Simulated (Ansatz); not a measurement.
# Calculations on C$_{2}$H$_{3}$FN

## 1. Relaxation

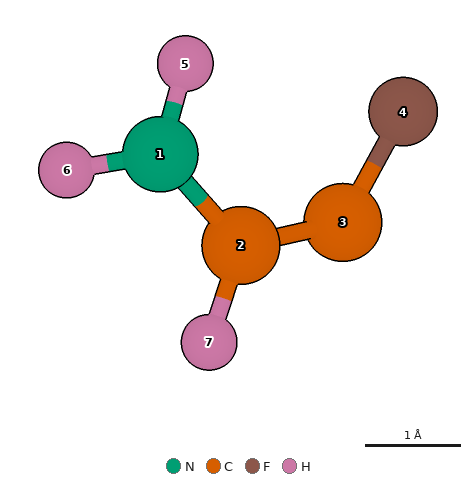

Starting structure of C2H3FN (multiplicity 2). A ball-and-stick model, seen from a free direction.

The run prepares an end point of a later path (torsion) calculation, from a guessed geometry.

Method: UKS B3LYP-D4/def2-SVP in Ansatz.

Input file:
```yaml
crystal:
  periodic: [false, false, false]
  atoms:
    - { symbol: "N", position_ang: [-0.45454, 0.85908, -0.22262] }
    - { symbol: C, position_ang: [0.53675, 0.03494, 0.31957] }
    - { symbol: C, position_ang: [0.68374, -1.25395, 0.08999] }
    - { symbol: F, position_ang: [0.09433, -1.98787, -0.85972] }
    - { symbol: H, position_ang: [-1.10588, 0.37679, -0.82721] }
    - { symbol: H, position_ang: [-0.91808, 1.46537, 0.43952] }
    - { symbol: H, position_ang: [1.16368, 0.50564, 1.06047] }
magnetization:
  spin_polarized: true
  initial_magnetization: 1
basis:
  gaussian: { orbitals: def2-SVP }
hamiltonian:
  xc: b3lyp
  dispersion: d4
relax:
  f_tol: 0.015
  max_steps: 40
```

Command:
```bash
ansatz run input.yaml --threads 1 --pin off --max-ram 2048MiB --backend cpu --events-out ev --progress --plain --runs-dir out
```

Question: Predict the outcome.

Answer: The largest moves after the best rigid fit, 0.027 Å, are those of C2, C3 and H7. Largest moves by element: C 0.027 Å, H 0.027 Å, N 0.021 Å, F 0.019 Å. Some distances before and after: C2–C3 1.317 → 1.335 Å, C2–H7 1.079 → 1.093 Å, C3–F4 1.337 → 1.323 Å, N1–H5 1.011 → 1.017 Å. Bond angles that change, for instance: H5–N1–H6 112.5° → 110.3°. After 6 geometry steps the energy has fallen by 0.034 eV. Largest force component: 1.5 eV/Å at the start, 0.01 eV/Å at the end.

History of the run:

| step | E − E(0), eV | largest force component, eV/Å |
| --- | --- | --- |
| 0 | 0.0000 | 1.4763 |
| 1 | -0.0281 | 0.2129 |
| 2 | -0.0328 | 0.0905 |
| 3 | -0.0338 | 0.0486 |
| 4 | -0.0342 | 0.0376 |
| 5 | -0.0343 | 0.0375 |
| 6 | -0.0343 | 0.0100 |

The structure at the end:

```xyz
7

N    -0.4455    0.8708   -0.2382
C     0.5210    0.0351    0.3412
C     0.7021   -1.2594    0.0705
F     0.0816   -1.9827   -0.8473
H    -1.1101    0.3788   -0.8298
H    -0.9377    1.4565    0.4332
H     1.1887    0.5009    1.0705
```

## 2. Relaxation

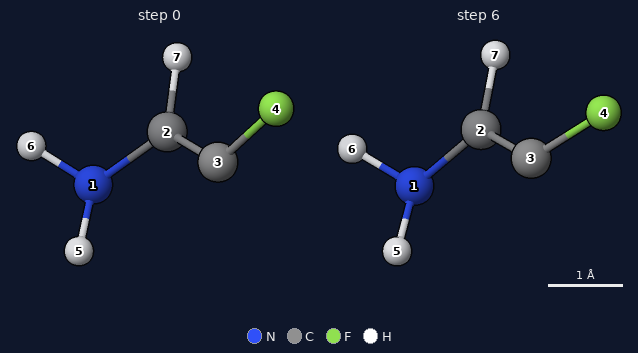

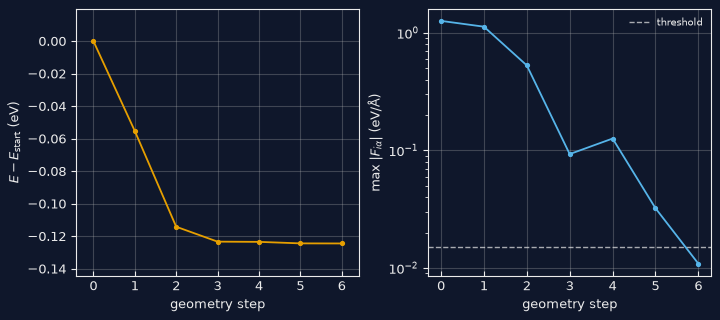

First and last geometry of a relaxation of C$_{2}$H$_{3}$FN (multiplicity 2), with the history of the run. The picture is a ball-and-stick view, seen from a free direction.

The run prepares an end point of a later path (torsion) calculation, from a guessed geometry.

Computed with Ansatz 0.2.0, UKS B3LYP-D4/def2-SVP. Set-up: collinear spin; force threshold 0.015 eV/Å; at most 40 steps.

What do the curves and the structures tell?

It converged. The largest move after the best rigid fit is that of F4, 0.15 Å. By element the largest moves are F 0.15 Å, C 0.13 Å, H 0.09 Å, N 0.04 Å. Some distances before and after: C2–H7 1.079 → 1.100 Å, C3–F4 1.337 → 1.316 Å, C2–C3 1.317 → 1.332 Å, N1–H5 1.011 → 1.017 Å. Among the angles between lasting bonds that change: H5–N1–H6 112.5° → 110.3°. Over 6 geometry steps the energy falls by 0.124 eV. Largest force component: 1.3 eV/Å at the start, 0.011 eV/Å at the end. Cost: 48 s on 1 thread of Arm Neoverse N1, with other jobs on the host, peak memory 0.17 GiB.

## 3. Path

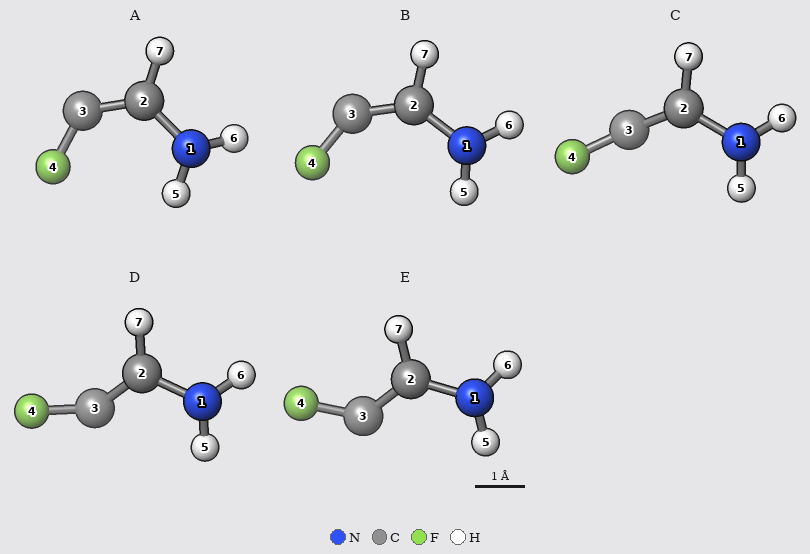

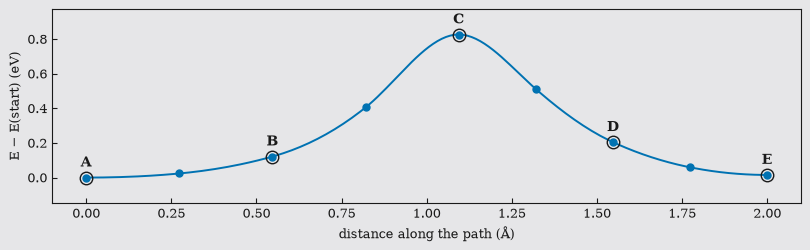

A search for the minimum-energy path of C2H3FN (multiplicity 2) by the nudged elastic band. Images are numbered from 0 (start) to 8 (end). Frames A to E are images 0, 2, 4, 6, 8. A ball-and-stick model, seen face on.

All numbers below come from UKS B3LYP-D4/def2-SVP in Ansatz 0.2.0. Set-up: 7 movable images; climbing image; force threshold 0.05 eV/Å; iteration limit 46; starting path through a guess of the saddle point.

Read off the barrier and say what moves.

Forward barrier 0.83 eV, backward barrier 0.81 eV, with image 4 at the top; the reaction energy is +0.02 eV. The motion is a rotation about the C2–C3 bond by about 165°. No bond forms or breaks between the ends. Bond angles that change up to the highest image, for instance: C2–C3–F4 127.4° → 154.5°, N1–C2–H7 116.3° → 112.2°. The band converged in 14 iterations. The largest component of the band force went from 7.9 to 0.012 eV/Å. The climbing image converged on the top of the path. Its vibrational analysis gives one imaginary mode (673i cm⁻¹), as a transition state must have.
